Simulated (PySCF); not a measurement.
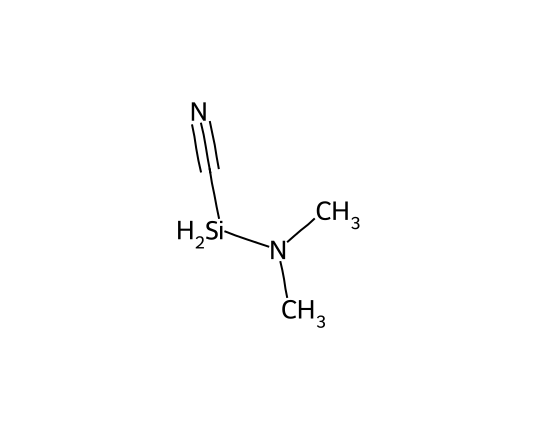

The drawing above gives the connectivity. Computed geometry: GFN2-xTB optimisation. No frequency run is at hand to confirm it as a minimum.

Describe the 3D structure.

It has 14 atoms: 3 carbon, 8 hydrogen, 2 nitrogen and 1 silicon (C₃H₈N₂Si). As SMILES it reads `CN(C)[SiH2]C#N`. It has no ring. Among its groups: nitrile, Si–H bond, Si–N bond. This geometry has Cs symmetry. Coordination, clear cases only: 2 C tetrahedral; 1 Si tetrahedral; 1 C linear.

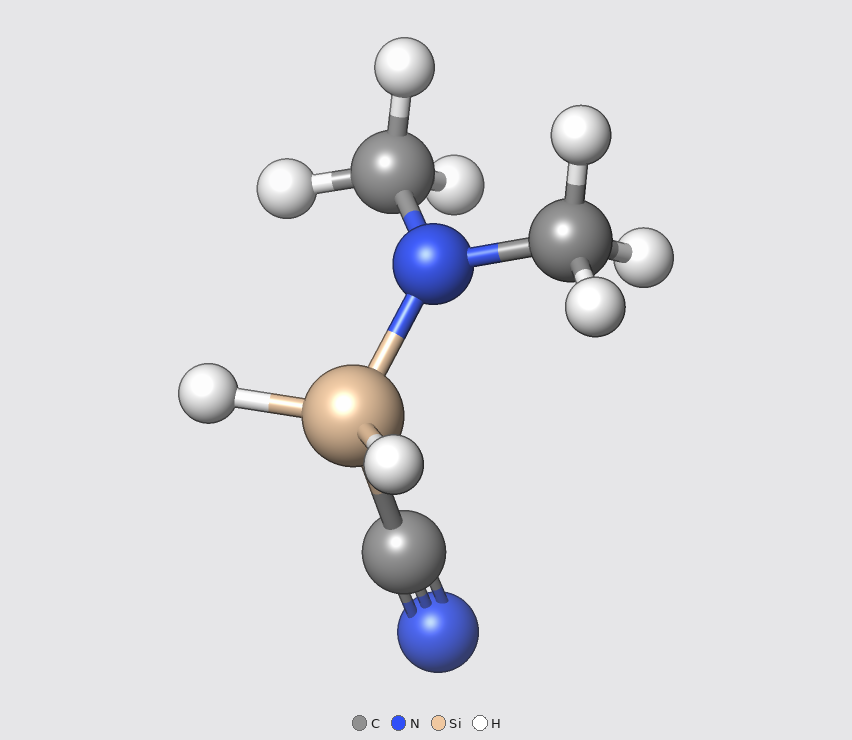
